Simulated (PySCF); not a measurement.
BrClSe, SMILES [Se](Br)Cl, singlet at its PBE0/def2-SVP optimised geometry (Å):

```
3

Se    -0.9252    -1.0623     0.0000
Cl    -1.3878     1.0623     0.0000
Br     1.3878    -1.0623     0.0000
```

Method: PySCF with PBE0/def2-TZVP.

Map of the electrostatic potential (hartree/e), clipped to [-0.08, 0.12] on the plane z = 1.2 Å:

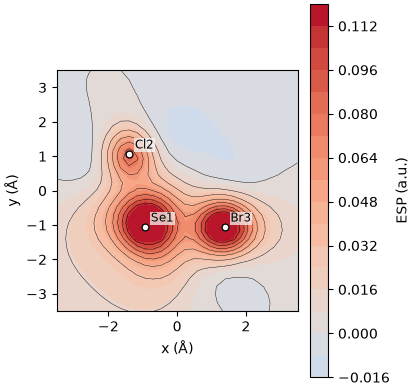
Electrostatic potential (hartree/e), clipped to [-0.08, 0.12] on the plane z = 1.2 Å.
